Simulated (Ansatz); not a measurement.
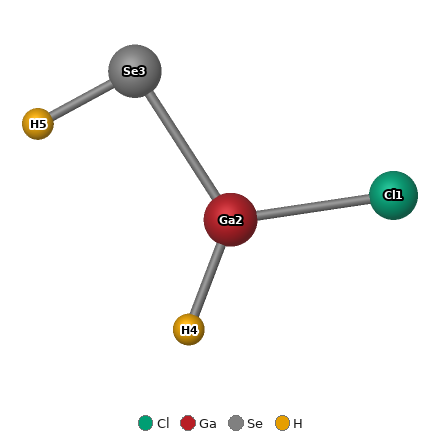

The system is ClGaH₂Se (SMILES [Cl][GaH][SeH]) with the probe Cl-; the picture shows it without the atoms that are moved over the map. 
- The probe is moved over the molecule's main plane.
- The first coordinate is: x of the probe's Cl atom; the second: y of the probe's Cl atom.
- Nothing is relaxed (molecule and probe rigid).
- The grid has 15 × 15 points. At 44 points there is no value (left out of the scan, as a rule where atoms come close).
- Points are written as (first, second).
- Energies are in kJ/mol, from molecule and probe far apart, each relaxed in its own basis (no counterpoise correction).
- Energies and slopes of some neighbouring points disagree (a jump in structure or state, or too coarse a mesh).
- The calculation used RHF/def2-SVPD (Ansatz 0.2.0).

Range: x of the probe's Cl atom from −5.6 to 5.6 Å; y of the probe's Cl atom from −5.6 to 5.6 Å.

> Predict the map.

The lowest grid point is at (−3.2 Å, −3.2 Å) [nearest 1 H at 2.43 Å], −60 kJ/mol from molecule and probe far apart, each relaxed in its own basis (no counterpoise correction). The highest grid point, (−1.6 Å, −1.6 Å) [nearest 1 H at 1.41 Å], lies 1508 kJ/mol above the lowest.

| y of the probe's Cl atom ↓, x of the probe's Cl atom → | −5.6 | −4.8 | −4.0 | −3.2 | −2.4 | −1.6 | −0.8 | 0.0 | 0.8 | 1.6 | 2.4 | 3.2 | 4.0 | 4.8 | 5.6 |
| --- | --- | --- | --- | --- | --- | --- | --- | --- | --- | --- | --- | --- | --- | --- | --- |
| 5.6 | 1 | 2 | 2 | 3 | 4 | 5 | 6 | 7 | 9 | 10 | 11 | 11 | 10 | 10 | 9 |
| 4.8 | 0 | 0 | 0 | 1 | 1 | 2 | 4 | 7 | 10 | 12 | 13 | 13 | 12 | 11 | 10 |
| 4.0 | −3 | −3 | −3 | −1 | 1 | 1 | 1 | 5 | 12 | 18 | 19 | 16 | 13 | 12 | 11 |
| 3.2 | −6 | −7 | −3 | 16 | 41 | 36 | 11 | 12 | 44 | 75 | 64 | 34 | 18 | 13 | 11 |
| 2.4 | −12 | −12 | 20 | 173 | 440 | 420 | 171 | 106 | 332 | 615 | 479 | 174 | 42 | 16 | 12 |
| 1.6 | −18 | −11 | 119 | – | – | – | – | 624 | – | – | – | 798 | 139 | 25 | 12 |
| 0.8 | −25 | 0 | 332 | – | – | – | – | – | – | – | – | – | 308 | 39 | 14 |
| 0.0 | −31 | 11 | 553 | – | – | – | – | – | – | – | – | – | 334 | 42 | 13 |
| −0.8 | −37 | −12 | 398 | – | – | – | – | – | – | – | – | 934 | 165 | 28 | 11 |
| −1.6 | −39 | −45 | 61 | – | – | 1448 | – | – | – | – | 548 | 186 | 42 | 12 | 7 |
| −2.4 | −36 | −52 | −54 | −2 | 90 | 260 | – | – | – | 440 | 77 | 13 | 3 | 2 | 4 |
| −3.2 | −30 | −42 | −54 | −60 | −50 | 22 | 289 | – | – | 119 | 0 | −13 | −7 | −2 | 1 |
| −4.0 | −24 | −32 | −40 | −47 | −49 | −36 | 8 | 52 | 36 | −6 | −19 | −15 | −8 | −4 | −1 |
| −4.8 | −20 | −24 | −29 | −33 | −36 | −36 | −32 | −27 | −25 | −24 | −19 | −13 | −8 | −4 | −2 |
| −5.6 | −16 | −19 | −22 | −24 | −26 | −27 | −27 | −26 | −23 | −19 | −15 | −11 | −7 | −4 | −2 |

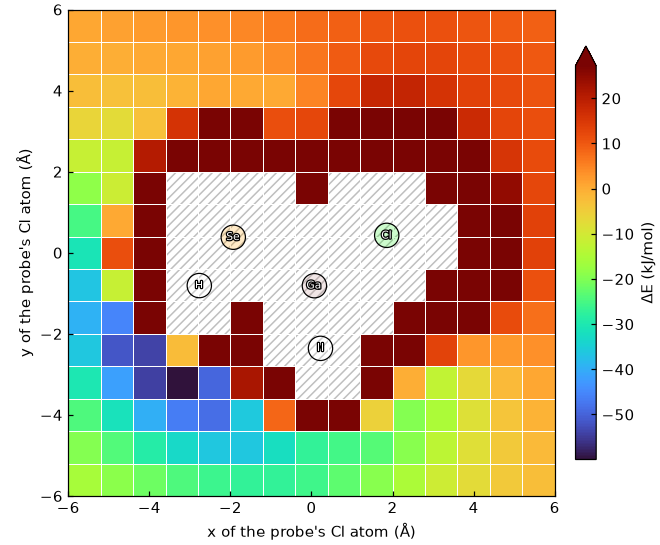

The picture shows one coloured cell a grid point, labelled circles for the molecule's atoms, projected on the plane, one colour for all values above the top of the scale, hatched blanks where no value was computed.

Each point was launched as `ansatz run input.yaml --threads 1 --pin off --max-ram 2560MiB --backend cpu --events-out ev --progress --plain --runs-dir out`. Time for the 181 points that were run: 45 min on 1 thread of Arm Neoverse N1 (shared host).
